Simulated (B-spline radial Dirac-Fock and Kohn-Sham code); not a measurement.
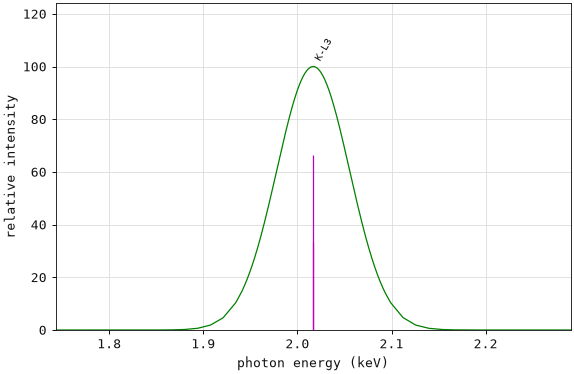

X-ray emission lines that fill a K (1s) hole, broadened by a Gaussian of 91 eV full width, as by a silicon detector. Species: phosphorus in charge state +3 (P³⁺), configuration [Ne] 3s2, inside a Watson sphere of charge −3 and radius 2 Å that stands in for a crystal. Computed with a B-spline radial code: independent-particle rates on relativistic LDA orbitals of the hole state (multipoles to L = 3), energies from Dirac–Fock ΔSCF.

### What are the natural width, lifetime and fluorescence yield of the K hole?

Width 0.480 eV, lifetime 1.37 fs, fluorescence yield 0.0640.

### Which line is the strongest, where is it and what share of the photons does it carry?

K-L3 (Kα1) at 2.0170 keV, 66.5 % of the radiative decays.

### How far apart are K-L3 (Kα1) and K-L2 (Kα2), and what is their intensity ratio?

0.884 eV apart, with K-L2 at 0.50 of the intensity of K-L3.
